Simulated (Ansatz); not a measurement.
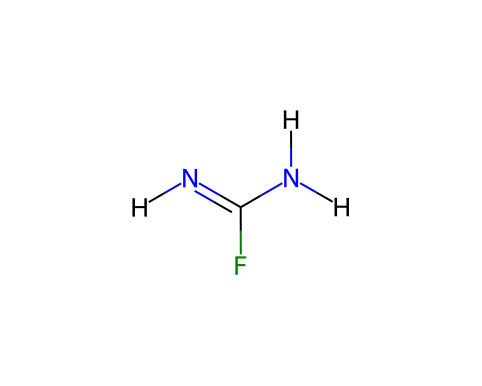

Source: calculation with Ansatz.

2D structure.

Transcribe the drawing into SMILES.

Answer. [H]/N=C(/N)F

Give the formula, hydrogens included.

Answer. CH3FN2.

An optimisation with PBE-D4/def2-SVP gave a structure of which point group?

Answer. C1.
